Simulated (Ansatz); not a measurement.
## C$_{2}$H$_{7}$Al$_{2}$Cl: a changed input and its effect

System: C$_{2}$H$_{7}$Al$_{2}$Cl.
Method of run 1: RKS PBE-D4/def2-TZVPP (Ansatz 0.2.0).

The geometry comes from this level: PBE0-D4/def2-TZVP. Text and figures count atoms from 1; the logs count them from 0 in places.

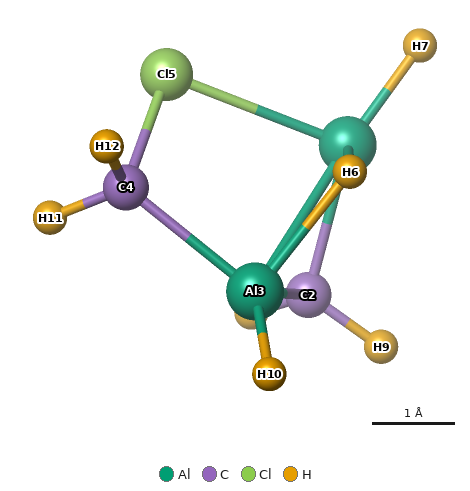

The structure as given in the input (ball-and-stick view, seen at a tilt; atoms are numbered from 1 in the order of the input). Sticks mark near contacts. Bond lengths as drawn: Al–Al 2.57 Å, Al–C 1.93 to 2.03 Å, Al–Cl 2.40 Å, Al–H 1.58 to 1.88 Å, C–Cl 1.84 Å and C–H 1.09 to 1.10 Å.

### Input, run 1
```yaml
crystal:
  periodic: [false, false, false]
  atoms:
    - {symbol: Al, position_ang: [-1.024928, 0.923466, -0.835238]}
    - {symbol: C, position_ang: [-1.322215, -0.883418, -0.216218]}
    - {symbol: Al, position_ang: [0.646211, -0.951085, -0.284378]}
    - {symbol: C, position_ang: [1.297407, 0.307020, 1.164130]}
    - {symbol: Cl, position_ang: [0.159066, 1.750732, 1.082193]}
    - {symbol: H, position_ang: [0.529811, 0.501866, -1.471080]}
    - {symbol: H, position_ang: [-1.727176, 2.170465, -1.500898]}
    - {symbol: H, position_ang: [-1.836315, -1.055052, 0.729840]}
    - {symbol: H, position_ang: [-1.782999, -1.503464, -0.993388]}
    - {symbol: H, position_ang: [1.654525, -2.027065, -0.869365]}
    - {symbol: H, position_ang: [1.200336, -0.041235, 2.193361]}
    - {symbol: H, position_ang: [2.283376, 0.752670, 1.034841]}
basis:
  gaussian: {orbitals: def2-TZVPP}
hamiltonian: {xc: pbe, dispersion: d4}
output: {forces: true, orbitals: {seedname: orbitals}}
```

Command:
```bash
ansatz run in.yaml --threads 4 --pin off --events-out ev --progress --plain --max-ram 10444MiB
```

Hardware: 4 threads of Arm Neoverse V2, 23 GiB of memory available, shared host.

### Output (run 1)
```
Functional definition: PBE
  parameter kappa = 0.804
  parameter beta = 0.06672455060314922
  exchange = pbe_x(kappa = kappa, mu = beta*pi^2/3)
  correlation = pbe_c(beta = beta)
1605 factors; their error is unknown
mean field evaluation 1: about -27870.5127 eV, gradient 9.2e1 eV
mean field evaluation 2: about -27782.5715 eV, gradient 1.6e2 eV
mean field evaluation 4: about -27890.1989 eV, gradient 1.4e1 eV
mean field evaluation 8: about -27890.7444 eV, gradient 2.0e-1 eV
mean field evaluation 16: about -27890.7185 eV, gradient 6.4e-3 eV
mean field -27890.71849728 eV, -1024.9649997672 hartree, gradient 1.6e-5 eV, S^2 0.000000; 0 other end points of the search recorded, 0 dependent functions left out
the calculation of the forces begins
reference -27890.71855116 eV, -1024.9650017470 hartree; 31, 31 occupied and 255, 255 virtual orbitals, 1605 factors
Total energy: -27891.04892706 eV, -1024.9771428375 hartree
Atom 0 at    -1.024928     0.923466    -0.835238 Å, force    -0.061004     0.056112    -0.058872 eV/Å
Atom 1 at    -1.322215    -0.883418    -0.216218 Å, force     0.002373    -0.011442     0.006621 eV/Å
Atom 2 at     0.646211    -0.951085    -0.284378 Å, force     0.073629    -0.069318    -0.023370 eV/Å
Atom 3 at     1.297407     0.307020     1.164130 Å, force     0.005588    -0.126244    -0.088485 eV/Å
Atom 4 at     0.159066     1.750732     1.082193 Å, force    -0.109483     0.266234     0.077157 eV/Å
Atom 5 at     0.529811     0.501866    -1.471080 Å, force     0.065540     0.010560    -0.051647 eV/Å
Atom 6 at    -1.727176     2.170465    -1.500898 Å, force    -0.051520     0.099772    -0.051571 eV/Å
Atom 7 at    -1.836315    -1.055052     0.729840 Å, force    -0.104045    -0.035551     0.174229 eV/Å
Atom 8 at    -1.782999    -1.503464    -0.993388 Å, force    -0.091153    -0.116326    -0.133449 eV/Å
Atom 9 at     1.654525    -2.027065    -0.869365 Å, force     0.069232    -0.075109    -0.042386 eV/Å
Atom 10 at     1.200336    -0.041235     2.193361 Å, force    -0.007387    -0.083185     0.211698 eV/Å
Atom 11 at     2.283376     0.752670     1.034841 Å, force     0.208229     0.084496    -0.019926 eV/Å
Dipole moment:     0.101262     0.151204     0.310651 e Å
```

The input of run 2 differs as follows (lines with − go, lines with + come):
```diff
-hamiltonian: {xc: pbe, dispersion: d4}
+hamiltonian: {xc: {name: B3LYP}, dispersion: d4}
```

Predict how the results change.

The total energies belong to different models, so their difference says nothing on which is more stable or more accurate. The largest force goes from 0.298 to 0.470 eV/Å. The HOMO goes from −5.65 to −6.55 eV. The LUMO goes from −1.78 to −1.02 eV. The dipole moment goes from 1.73 to 1.70 D. On the same kind of shared host run 2 took about 2.2 times as long.

### Output (run 2)
```
Functional definition: B3LYP
  parameter a0 = 0.2
  parameter ax = 0.72
  parameter ac = 0.81
  exchange = (1 - a0 - ax)*slater_x + ax*b88_x + a0*exact_x
  correlation = (1 - ac)*vwn_rpa_c + ac*lyp_c
1672 factors; their error is unknown
mean field evaluation 1: about -27893.8402 eV, gradient 7.9e1 eV
mean field evaluation 2: about -27871.1172 eV, gradient 1.1e2 eV
mean field evaluation 4: about -27908.2183 eV, gradient 5.3e0 eV
mean field evaluation 8: about -27908.2836 eV, gradient 1.1e-1 eV
mean field evaluation 16: about -27908.3129 eV, gradient 3.2e-4 eV
mean field -27908.31292164 eV, -1025.6115829365 hartree, gradient 3.7e-5 eV, S^2 0.000000; 0 other end points of the search recorded, 0 dependent functions left out
the calculation of the forces begins
reference -27908.31324796 eV, -1025.6115949283 hartree; 31, 31 occupied and 255, 255 virtual orbitals, 1672 factors
Total energy: -27908.85112803 eV, -1025.6313616563 hartree
Atom 0 at    -1.024928     0.923466    -0.835238 Å, force    -0.099532     0.140144    -0.187423 eV/Å
Atom 1 at    -1.322215    -0.883418    -0.216218 Å, force    -0.058098    -0.051719    -0.028740 eV/Å
Atom 2 at     0.646211    -0.951085    -0.284378 Å, force     0.155782    -0.169305    -0.061676 eV/Å
Atom 3 at     1.297407     0.307020     1.164130 Å, force     0.330120    -0.292024     0.121307 eV/Å
Atom 4 at     0.159066     1.750732     1.082193 Å, force    -0.215271     0.407414     0.091821 eV/Å
Atom 5 at     0.529811     0.501866    -1.471080 Å, force    -0.087567    -0.013109     0.026890 eV/Å
Atom 6 at    -1.727176     2.170465    -1.500898 Å, force     0.040951    -0.090709     0.042732 eV/Å
Atom 7 at    -1.836315    -1.055052     0.729840 Å, force     0.025847     0.006592    -0.059518 eV/Å
Atom 8 at    -1.782999    -1.503464    -0.993388 Å, force     0.012573     0.023046     0.063926 eV/Å
Atom 9 at     1.654525    -2.027065    -0.869365 Å, force    -0.068541     0.069403     0.044374 eV/Å
Atom 10 at     1.200336    -0.041235     2.193361 Å, force     0.029321     0.020211    -0.077268 eV/Å
Atom 11 at     2.283376     0.752670     1.034841 Å, force    -0.065585    -0.049944     0.023576 eV/Å
Dipole moment:     0.111680     0.145066     0.302728 e Å
```

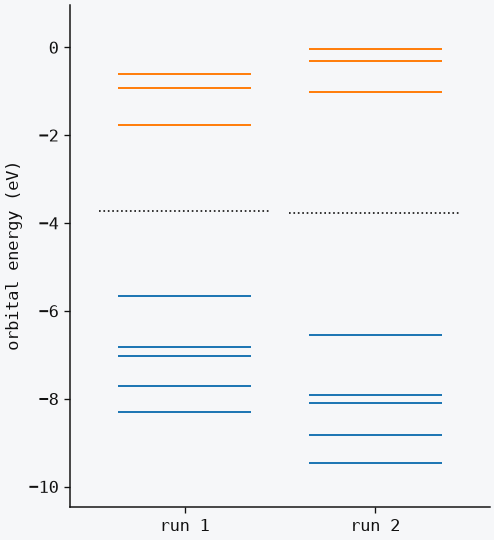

The five highest filled and three lowest empty orbital energies of the two runs; the dotted lines part filled from empty levels. The HOMO–LUMO gap is 3.87 eV in run 1 and 5.53 eV in run 2.

### The two runs side by side

```tsv
quantity	run 1	run 2
outcome	converged	converged
total energy (hartree)	−1024.977143	−1025.631362
HOMO (eV)	−5.65	−6.55
LUMO (eV)	−1.78	−1.02
dipole moment (D)	1.73	1.70
largest force (eV/Å)	0.298	0.470
basis functions	286	286
wall time (shared host)	3 s	6.5 s
```
